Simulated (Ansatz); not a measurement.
## Electronic structure of AlFGeH6Si (SMILES [F][AlH][GeH2][SiH3]) in real space

The calculation's input:

```
basis:
  gaussian:
    orbitals: def2-TZVPD
crystal:
  periodic: [false, false, false]
  atoms:
    - {symbol: Al, position_ang: [-0.711226, -0.228176, -1.682638]}
    - {symbol: F, position_ang: [-0.486669, 0.514858, -3.154169]}
    - {symbol: Ge, position_ang: [1.251137, -0.556830, -0.209270]}
    - {symbol: Si, position_ang: [2.609430, -2.463637, -0.764106]}
    - {symbol: H, position_ang: [-2.196916, -0.694781, -1.373147]}
    - {symbol: H, position_ang: [0.780282, -0.734229, 1.261038]}
    - {symbol: H, position_ang: [2.175051, 0.690767, -0.216417]}
    - {symbol: H, position_ang: [3.728677, -2.625198, 0.203281]}
    - {symbol: H, position_ang: [3.178920, -2.310914, -2.130759]}
    - {symbol: H, position_ang: [1.785094, -3.704076, -0.742993]}
hamiltonian:
  xc: {name: PBE0}
output:
  forces: true
  orbitals: {seedname: orbitals}
```

Run with:

```sh
ansatz run input.yaml --threads 2 --pin off --max-ram 4350MiB --events-out events.jsonl --progress --plain --runs-dir runs
```

Geometry: B3LYP/6-31G*.

Theory: isolated molecule in a Gaussian basis; Kohn-Sham density functional theory, functional PBE0 in Ansatz 0.2.0.

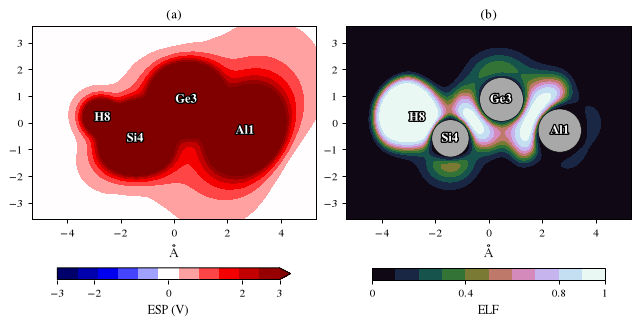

Figure 1. (a) electrostatic potential; (b) electron localisation function on the plane of atoms Ge3, Si4 and H8. Grey discs cover the atomic cores in the ELF map.

Q: What do the fields say about this system?

A: The section cuts through Al, Ge, Si and H sites. Si–Ge (2.41 Å): the ELF peaks at about 0.95 between the atoms: a shared electron pair. Al–Ge (2.48 Å): the ELF peaks at about 0.95 between the atoms, as expected for a covalent bond. Si–H (1.49 Å): the ELF climbs to about 1 towards the hydrogen, as it does in any bond to H. The potential has no marked negative region in this plane.

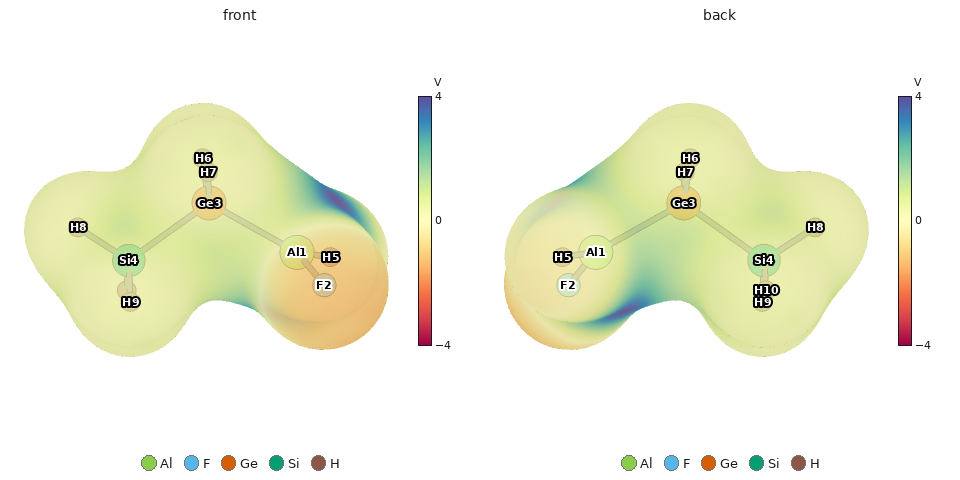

Figure 2. The electrostatic potential painted on the density surface at 0.002 e/bohr³, seen from the front and from behind; the colour scale runs from red (negative) to blue (positive).

Q: Which sites attract a positive test charge, and which a negative one?

A: A positive charge is drawn to the negative regions and a negative charge to the positive ones. The most negative region (about −1.3 V) lies over F2, the most positive (about +3.8 V) over Al1.

Q: How polar is the molecule by this calculation?

A: Its dipole moment is 1.38 D.

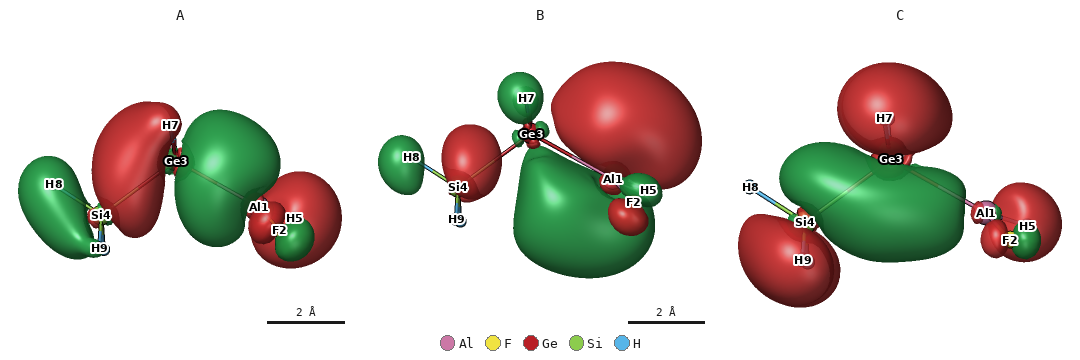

Figure 3. Three frontier orbitals at ±0.06 Å⁻³ᐟ² (green and red are the two phases), in no order.

Q: Order the three orbitals by energy and name them.

A: C is the HOMO−1 (−8.58 eV). Its weight (Hirshfeld) is mainly on Ge3 (about 40 %), Si4 (about 25 %), H7 (about 10 %), H6 (about 10 %) and Al1 (about 5 %). A is the HOMO (−7.71 eV). By Hirshfeld shares it lies mainly on Ge3 (about 40 %), Al1 (about 25 %), Si4 (about 15 %) and H5 (about 15 %). B is the LUMO (−1.88 eV). Its weight (Hirshfeld) is mainly on Al1 (about 60 %), Ge3 (about 15 %) and Si4 (about 10 %).

Q: What is the HOMO–LUMO gap?

A: 5.83 eV between the orbital energies.
